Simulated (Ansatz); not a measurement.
# CH6BGeNO: geometry relaxation (part 1 of 2)

System: CH6BGeNO.
Method: RKS PBE-D4/def2-SVP (Ansatz 0.2.0).

The geometry: force-field start. Figures and captions count atoms from 1; the log counts them from 0 in places.

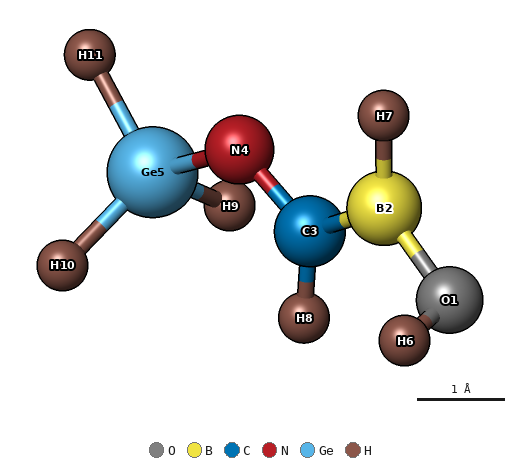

The starting structure (ball-and-stick view, seen at a tilt; atoms are numbered from 1 in the order of the input). Sticks mark near contacts.

### Results in brief

```json
{"quantity": "outcome", "value": "converged"}
{"quantity": "total energy", "value": "−61840.4897 eV"}
{"quantity": "mean-field energy", "value": "−61840.2857 eV"}
{"quantity": "dispersion energy", "value": "−0.2039 eV"}
{"quantity": "SCF solution under orbital rotations", "value": "stable"}
{"quantity": "largest force (length of the vector) at the end", "value": "0.021 eV/Å"}
{"quantity": "dipole moment", "value": "1.73 D"}
{"quantity": "hardware", "value": "4 threads of Arm Neoverse V1, 23 GiB of memory available, shared host"}
{"quantity": "wall time", "value": "29 s (CPU time 1.7 min)"}
{"quantity": "peak memory", "value": "0.19 GiB"}
```

### Input
```yaml
crystal:
  periodic: [false, false, false]
  atoms:
    - {symbol: O, position_ang: [-1.303500, 2.724100, -0.247000]}
    - {symbol: B, position_ang: [-0.865100, 1.670300, 0.571400]}
    - {symbol: C, position_ang: [-0.310000, 0.388600, -0.108300]}
    - {symbol: N, position_ang: [0.222000, -0.565200, 0.635800]}
    - {symbol: Ge, position_ang: [0.850500, -2.125400, -0.130000]}
    - {symbol: H, position_ang: [-0.565300, 3.372200, -0.390600]}
    - {symbol: H, position_ang: [-0.890800, 1.761200, 1.753800]}
    - {symbol: H, position_ang: [-0.198500, 0.339800, -1.184800]}
    - {symbol: H, position_ang: [-0.222900, -2.775400, -0.959900]}
    - {symbol: H, position_ang: [2.083900, -1.754000, -0.955100]}
    - {symbol: H, position_ang: [1.265100, -3.093200, 1.035200]}
basis:
  gaussian: {orbitals: def2-SVP}
hamiltonian: {xc: pbe, dispersion: d4}
relax: {f_tol: 0.03, max_steps: 200}
```

Launched with:
```bash
ansatz run in.yaml --threads 4 --pin off --events-out ev --progress --plain --max-ram 10444MiB
```

### The program's output
```
Functional definition: PBE
  name "PBE"
  cite "Perdew, Burke & Ernzerhof, Phys. Rev. Lett. 77, 3865 (1996) doi:10.1103/PhysRevLett.77.3865"
  parent pbe
  parameter kappa = 0.804
  parameter beta = 0.06672455060314922
  exchange = pbe_x(kappa = kappa, mu = beta*pi^2/3)
  correlation = pbe_c(beta = beta)
1326 factors; their error is unknown
mean field evaluation 1: about -61830.6655 eV, gradient 6.6e1 eV
mean field evaluation 2: about -61802.7245 eV, gradient 1.3e2 eV
mean field evaluation 4: about -61838.4675 eV, gradient 1.9e1 eV
mean field evaluation 8: about -61839.3632 eV, gradient 2.6e-1 eV
mean field evaluation 16: about -61839.2986 eV, gradient 1.4e-3 eV
mean field -61839.29856218 eV, -2272.5523059781 hartree, gradient 3.2e-5 eV, S^2 0.000000; 0 other end points of the search recorded, 0 dependent functions left out
the calculation of the forces begins
reference -61839.29860446 eV, -2272.5523075317 hartree; 32, 32 occupied and 86, 86 virtual orbitals, 1326 factors
relax step   1: F+E_penalty+E_count = -61839.50400558 eV  Δ(F+E_penalty+E_count) = +0.000e0 eV  max|allowed force component| = 1.722e0 eV/Å  Δτ_max = 0.0000 Å  (30 SCF iters, accepted)
these checks for a lower state are left out or cut short: starts, cluster_reference, orbital_swaps, neighbouring_geometries, increment
1326 factors; their error is unknown
mean field -61839.43705437 eV, -2272.5573954721 hartree, gradient 1.7e-5 eV, S^2 0.000000; 0 other end points of the search recorded, 0 dependent functions left out
[... from here on the field's lines of each further geometry are left out, up to the last ...]
relax step   2: F+E_penalty+E_count = -61839.64136353 eV  Δ(F+E_penalty+E_count) = -1.374e-1 eV  max|allowed force component| = 2.085e0 eV/Å  Δτ_max = 0.1915 Å  (35 SCF iters, accepted)
relax step   3: F+E_penalty+E_count = -61839.96448295 eV  Δ(F+E_penalty+E_count) = -3.231e-1 eV  max|allowed force component| = 1.440e0 eV/Å  Δτ_max = 0.2000 Å  (37 SCF iters, accepted)
relax step   4: F+E_penalty+E_count = -61840.16876887 eV  Δ(F+E_penalty+E_count) = -2.043e-1 eV  max|allowed force component| = 2.009e0 eV/Å  Δτ_max = 0.1953 Å  (38 SCF iters, accepted)
relax step   5: F+E_penalty+E_count = -61840.37652529 eV  Δ(F+E_penalty+E_count) = -2.078e-1 eV  max|allowed force component| = 4.830e-1 eV/Å  Δτ_max = 0.1999 Å  (30 SCF iters, accepted)
relax step   6: F+E_penalty+E_count = -61840.38063711 eV  Δ(F+E_penalty+E_count) = -4.112e-3 eV  max|allowed force component| = 8.266e-1 eV/Å  Δτ_max = 0.2000 Å  (30 SCF iters, accepted)
relax step   7: F+E_penalty+E_count = -61840.43133821 eV  Δ(F+E_penalty+E_count) = -5.070e-2 eV  max|allowed force component| = 2.953e-1 eV/Å  Δτ_max = 0.1993 Å  (36 SCF iters, accepted)
relax step   8: F+E_penalty+E_count = -61840.44281713 eV  Δ(F+E_penalty+E_count) = -1.148e-2 eV  max|allowed force component| = 2.792e-1 eV/Å  Δτ_max = 0.0846 Å  (31 SCF iters, accepted)
relax step   9: F+E_penalty+E_count = -61840.46982826 eV  Δ(F+E_penalty+E_count) = -2.701e-2 eV  max|allowed force component| = 2.516e-1 eV/Å  Δτ_max = 0.1997 Å  (36 SCF iters, accepted)
relax step  10: F+E_penalty+E_count = -61840.47538876 eV  Δ(F+E_penalty+E_count) = -5.560e-3 eV  max|allowed force component| = 4.298e-1 eV/Å  Δτ_max = 0.1324 Å  (30 SCF iters, accepted)
relax step  11: F+E_penalty+E_count = -61840.46978600 eV  Δ(F+E_penalty+E_count) = +5.603e-3 eV  max|allowed force component| = 4.615e-1 eV/Å  Δτ_max = 0.1375 Å  (30 SCF iters, rejected (line search))
relax step  12: F+E_penalty+E_count = -61840.48390116 eV  Δ(F+E_penalty+E_count) = -8.512e-3 eV  max|allowed force component| = 1.277e-1 eV/Å  Δτ_max = 0.0688 Å  (30 SCF iters, accepted)
relax step  13: F+E_penalty+E_count = -61840.48777374 eV  Δ(F+E_penalty+E_count) = -3.873e-3 eV  max|allowed force component| = 1.049e-1 eV/Å  Δτ_max = 0.0701 Å  (29 SCF iters, accepted)
relax step  14: F+E_penalty+E_count = -61840.48900435 eV  Δ(F+E_penalty+E_count) = -1.231e-3 eV  max|allowed force component| = 1.858e-2 eV/Å  Δτ_max = 0.0467 Å  (30 SCF iters, accepted)
relax step  15: F+E_penalty+E_count = -61840.48936283 eV  Δ(F+E_penalty+E_count) = -3.585e-4 eV  max|allowed force component| = 8.127e-2 eV/Å  Δτ_max = 0.0779 Å  (30 SCF iters, accepted)
relax step  16: F+E_penalty+E_count = -61840.48942021 eV  Δ(F+E_penalty+E_count) = -5.737e-5 eV  max|allowed force component| = 5.126e-2 eV/Å  Δτ_max = 0.0084 Å  (32 SCF iters, accepted)
the calculation of the forces begins
reference -61840.28574659 eV, -2272.5885843359 hartree; 32, 32 occupied and 86, 86 virtual orbitals, 1326 factors
relax step  17: F+E_penalty+E_count = -61840.48964275 eV  Δ(F+E_penalty+E_count) = -2.225e-4 eV  max|allowed force component| = 1.726e-2 eV/Å  Δτ_max = 0.0132 Å  (31 SCF iters, accepted)
```

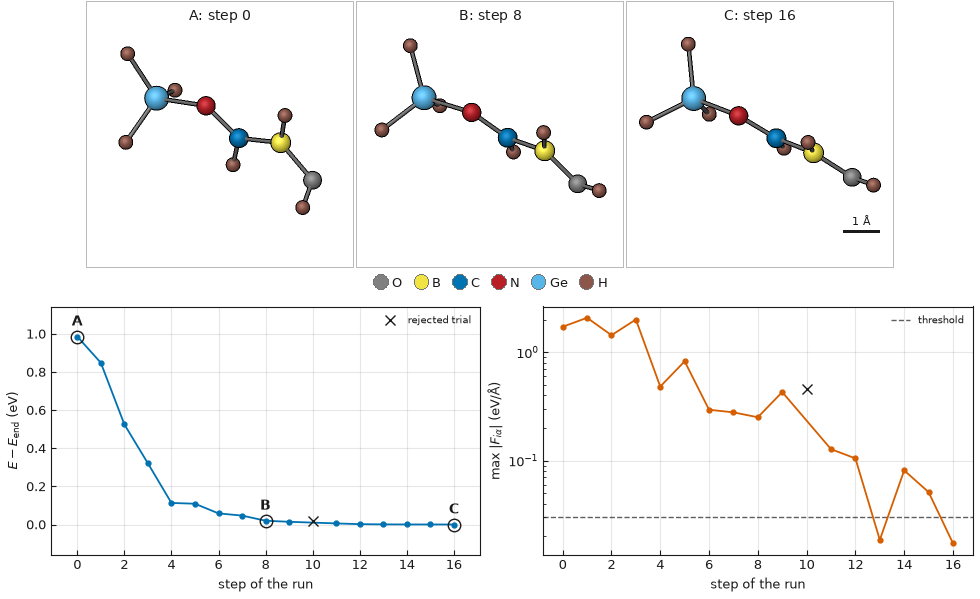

Frames of the relaxation (ball-and-stick view, seen at a tilt) above the curves, on which the letters mark them (the first geometry is step 0 here and step 1 in the log).

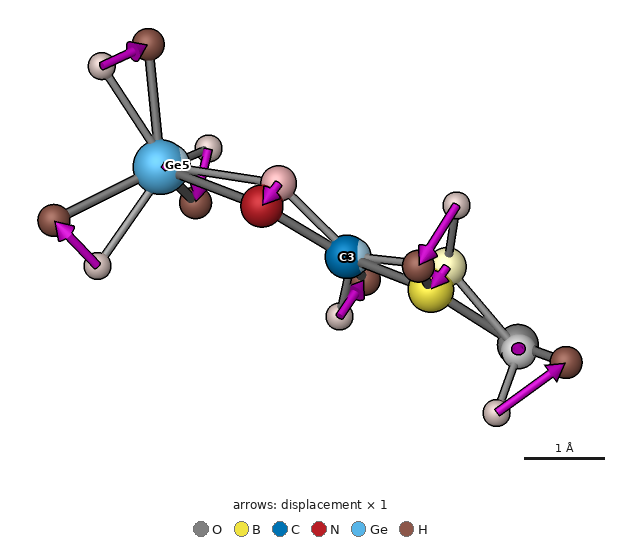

Start (faint) and end (solid) with the displacements as pink arrows, at true length (ball-and-stick view, seen at a tilt). The two geometries are laid on each other by the best rigid fit. The largest move after the best rigid fit is that of H6, 1.08 Å. By element the largest moves are H 1.08 Å, N 0.37 Å, B 0.36 Å, O 0.18 Å, Ge 0.08 Å, C 0.07 Å. Among the contacts that change: Ge5–H9 1.504 → 1.563 Å, C3–H8 1.083 → 1.128 Å, O1–B2 1.404 → 1.360 Å, N4–Ge5 1.848 → 1.885 Å. Among the angles that change: N4–C3–H8 119.0° → 122.6°, B2–C3–H8 120.6° → 117.9°, B2–O1–H6 110.0° → 112.5°. After 16 geometry steps the energy has fallen by 0.986 eV. Largest force component: 1.7 eV/Å at the start, 0.017 eV/Å at the end. The line search rejected the trial step at point 10 (counted from 0) and went back. (Atoms are counted from 1 in the order of the input.)

```
1326 factors; their error is unknown
mean field -61840.28570472 eV, -2272.5885827973 hartree, gradient 1.7e-5 eV, S^2 0.000000; 1 other end points of the search recorded, 0 dependent functions left out
the calculation of the forces begins
reference -61840.28574659 eV, -2272.5885843359 hartree; 32, 32 occupied and 86, 86 virtual orbitals, 1326 factors
Total energy: -61840.48968461 eV, -2272.5960789200 hartree
Atom 0 at    -1.390745     2.573893    -0.300131 Å, force     0.004970     0.004591     0.001543 eV/Å
Atom 1 at    -0.544921     1.796554     0.428754 Å, force    -0.017261    -0.000237     0.011395 eV/Å
Atom 2 at    -0.256509     0.341811    -0.123853 Å, force     0.005918     0.010440     0.006824 eV/Å
Atom 3 at     0.558291    -0.429460     0.512657 Å, force     0.003087    -0.004886    -0.008599 eV/Å
Atom 4 at     0.923095    -2.161243    -0.135884 Å, force     0.001261    -0.008714     0.005792 eV/Å
Atom 5 at    -1.522092     3.454218     0.096090 Å, force    -0.002870    -0.001558    -0.003628 eV/Å
Atom 6 at    -0.034944     2.199555     1.461283 Å, force     0.006996    -0.002343    -0.007603 eV/Å
Atom 7 at    -0.778708     0.024996    -1.071907 Å, force    -0.000437    -0.002623    -0.006590 eV/Å
Atom 8 at     0.123666    -2.463416    -1.444056 Å, force    -0.000147     0.005277    -0.001471 eV/Å
Atom 9 at     2.449458    -2.238201    -0.390404 Å, force     0.000390     0.002746    -0.001077 eV/Å
Atom 10 at     0.538809    -3.155706     0.987951 Å, force    -0.001906    -0.002693     0.003414 eV/Å
Dipole moment:    -0.200694     0.281610    -0.101257 e Å
```

### Trajectory as extended XYZ (Å, eV, eV/Å), 17 frames, from step=1 to step=17
```
11
Properties=species:S:1:pos:R:3:forces:R:3 step=1 energy=-61839.50401
O    -1.3035    2.7241   -0.2470    1.1925  -0.0482   0.2810
B    -0.8651    1.6703    0.5714   -0.4148   0.9850  -1.0071
C    -0.3100    0.3886   -0.1083    1.3576  -1.7218   1.6672
N     0.2220   -0.5652    0.6358   -1.4025   1.6039  -0.1150
Ge    0.8505   -2.1254   -0.1300    0.8771  -0.4683   0.7026
H    -0.5653    3.3722   -0.3906   -0.8888  -0.3100   0.1307
H    -0.8908    1.7612    1.7538   -0.0532   0.0608   0.8540
H    -0.1985    0.3398   -1.1848   -0.3267   0.0110  -1.3853
H    -0.2229   -2.7754   -0.9599   -0.5960  -0.3298  -0.5306
H     2.0839   -1.7540   -0.9551    0.3512  -0.0294  -0.3291
H     1.2651   -3.0932    1.0352   -0.0963   0.2469  -0.2683
11
Properties=species:S:1:pos:R:3:forces:R:3 step=2 energy=-61839.64136
O    -1.2600    2.7249   -0.2883    1.4999   0.3701   0.0734
B    -0.7960    1.7112    0.5496   -0.4865   0.5303  -0.4375
C    -0.2287    0.3997   -0.1005   -0.5431  -2.0851   0.0887
N     0.1381   -0.6008    0.6683    0.1727   1.5501  -0.2836
Ge    0.8796   -2.1336   -0.1130   -0.0170  -0.3948   0.0727
H    -0.6233    3.4950   -0.3044   -1.1107  -0.5863   0.1989
H    -0.9065    1.7935    1.7555    0.2037   0.0984   0.2167
H    -0.3409    0.2171   -1.2217    0.3606   0.5455   0.2844
H    -0.1958   -2.7884   -1.0051   -0.1083  -0.1336  -0.1762
H     2.1314   -1.7849   -0.9605    0.0195   0.0758  -0.0027
H     1.2675   -3.0907    1.0406    0.0093   0.0295  -0.0350
11
Properties=species:S:1:pos:R:3:forces:R:3 step=3 energy=-61839.96448
O    -1.1880    2.6910   -0.3711    1.2638   0.0965   0.1075
B    -0.7871    1.7024    0.5141   -0.2799   0.5595  -0.2542
C    -0.2605    0.3643   -0.1167   -0.6011  -1.4400   0.3304
N     0.1562   -0.5962    0.6656    0.0601   1.0267  -0.3897
Ge    0.8781   -2.1535   -0.1046    0.0205  -0.2058  -0.0129
H    -0.7324    3.5374   -0.1423   -0.9656  -0.2140   0.1383
H    -0.8474    1.8837    1.7223    0.2713   0.0118  -0.0262
H    -0.3669    0.2232   -1.2381    0.2805   0.2171   0.1887
H    -0.1853   -2.8083   -1.0222   -0.0517  -0.0745  -0.0868
H     2.1396   -1.7944   -0.9382    0.0047   0.0218   0.0118
H     1.2590   -3.1064    1.0517   -0.0026   0.0008  -0.0070
11
Properties=species:S:1:pos:R:3:forces:R:3 step=4 energy=-61840.16877
O    -1.0763    2.6662   -0.4566    1.2952   2.0089   1.6379
B    -0.7546    1.7087    0.4855   -0.4419   0.1619  -0.3073
C    -0.3425    0.3092   -0.1143    0.3420  -0.4653   0.4139
N     0.1647   -0.5964    0.6725   -0.2914   0.5448  -0.4552
Ge    0.8807   -2.1646   -0.1014    0.0022  -0.0599  -0.0525
H    -0.8673    3.5818   -0.0082   -1.0382  -1.9761  -1.1534
H    -0.7896    1.9509    1.6929    0.2164  -0.0323  -0.2705
H    -0.3758    0.2183   -1.2427   -0.0810  -0.1156   0.1630
H    -0.1761   -2.8164   -1.0384    0.0060  -0.0305  -0.0199
H     2.1496   -1.7983   -0.9247   -0.0135  -0.0026   0.0309
H     1.2526   -3.1165    1.0559    0.0043  -0.0333   0.0131
```
